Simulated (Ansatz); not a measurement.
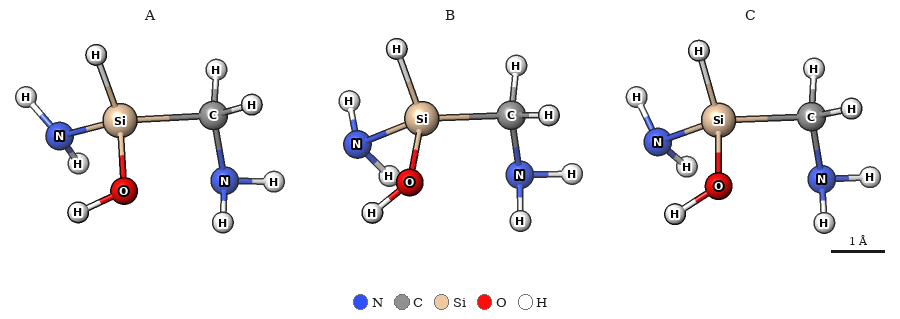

3 geometries from one relaxation of CH8N2OSi (coarse preliminary run), in shuffled order. Style: ball-and-stick. Shown at a tilt.

The start comes from a force field.

All numbers below come from Ansatz, RKS PBE-D4/def2-SVP. (force threshold 0.03 eV/Å; at most 200 steps)

**Put them in the order of the run, from the start to the converged end.**

B, C, A. They are steps 0, 2, 9, at +12.5 kcal/mol, +1.70 kcal/mol relative to the last. An H atom moves most after the best rigid fit: 0.49 Å. By element the largest moves are H 0.49 Å, O 0.35 Å, N 0.25 Å, Si 0.10 Å, C 0.05 Å. Near-neighbour distances that change, for instance: C–H 1.078 → 1.121 Å, H–O 0.932 → 0.974 Å, O–Si 1.652 → 1.692 Å, H–N 1.068 → 1.029 Å. Among the angles between lasting bonds that change: Si–N–H 98.5° → 115.5°, Si–N–H 105.0° → 120.0°, C–Si–O 115.0° → 101.8°. Groups turn about O–Si by about 30°. Over 8 accepted moves (9 points after the start) the energy falls by 12.5 kcal/mol. The largest force component goes from 2.7 to 0.0085 eV/Å. The line search rejected the trial step at point 3 of the run.
